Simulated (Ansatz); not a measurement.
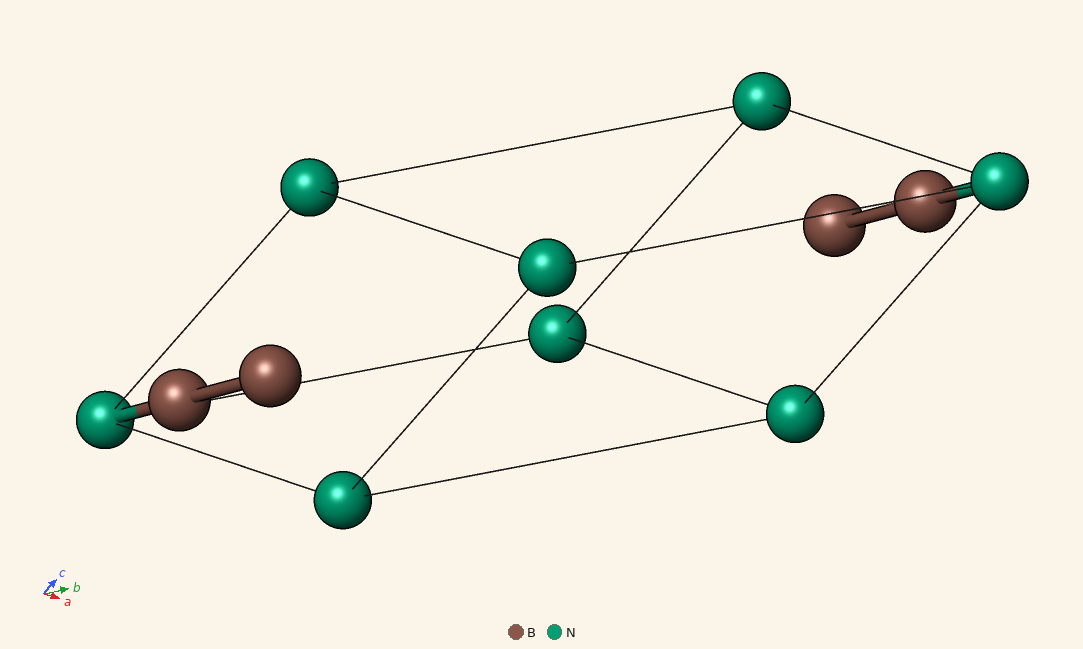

The image is a ball-and-stick drawing of a crystal, viewed slightly off an axis. Lines trace the edges of the simulation cell.

The program read this input:
```yaml
crystal:
  lattice:
    - [1.4777223874, 0.8531634182, 5.3181495262]
    - [-1.4777223874, 0.8531634182, 5.3181495262]
    - [0.0, -1.7063268363, 5.3181495262]
  atoms:
    - { symbol: B, position: [0.1847000226, 0.1847000226, 0.1847000226] }
    - { symbol: B, position: [0.8152999774, 0.8152999774, 0.8152999774] }
    - { symbol: B, position: [0.9168375511, 0.9168375511, 0.9168375511] }
    - { symbol: B, position: [0.0831624489, 0.0831624489, 0.0831624489] }
    - { symbol: "N", position: [0.0, 0.0, 0.0] }
basis:
  ecutwfc: 420
kpoints:
  mp_grid: { grid: [12, 12, 12] }
  band_path:
    path:
      - [[0.0, 0.0, 0.0], [0.5, 0.5, 0.5], [0.81617591, 0.18382409, 0.5]]
      - [[0.5, -0.18382409, 0.18382409], [0.5, 0.0, 0.0], [0.0, 0.0, 0.0], [0.34191205, -0.34191205, 0.0]]
      - [[0.65808795, 0.0, 0.34191205], [0.5, 0.0, 0.5], [0.0, 0.0, 0.0]]
    npoints: 14
hamiltonian:
  xc: pbe
scf:
  occupations: { method: gaussian, width: 0.1 }
  n_extra_bands: 12
output:
  forces: true
  stress: true
  eigenvalues: true
  populations: true
  dos: { projected: true, de: 0.02, nscf_kmesh: { grid: [15, 15, 15] } }
  bader: true
  write_density: true
  write_potential: true
  elf: true
  volumetric_format: npy
```
Run as:
```sh
ansatz run input.yaml --threads 1 --pin off --max-ram 2560MiB --backend cpu --events-out ev --progress --plain --runs-dir out
```

Theory: DFT PBE, scalar-relativistic, plane waves, PAW (Ansatz 0.2.0). Numerical settings: an energy cutoff of 420 eV, the zone sampled with 12×12×12 points, Gaussian smearing of 0.1 eV, no spin polarisation.

How charged are the atoms, by the Bader scheme?

Answer. B +0.01 to +0.98 e; N -1.97 e.

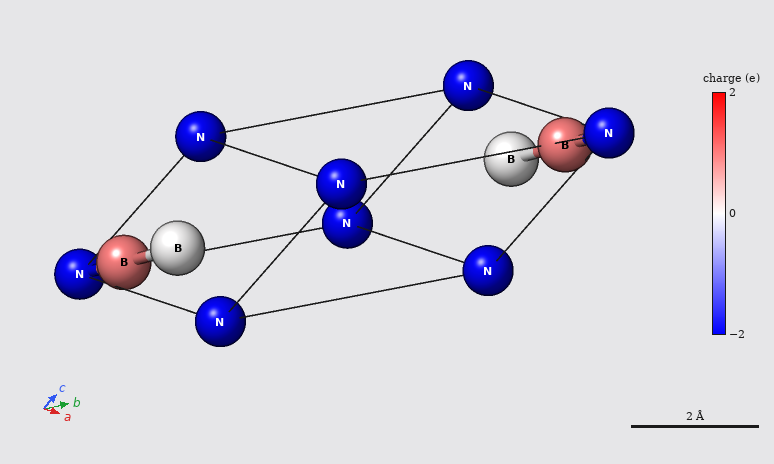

The atoms coloured by those charges.

Origin of the cell: a structure type filled with these elements by a generator (whether the compound takes this form wasn't checked). Earlier steps of the study may have refined or changed the cell and positions. Ansatz was used for an electronic-structure calculation on it.
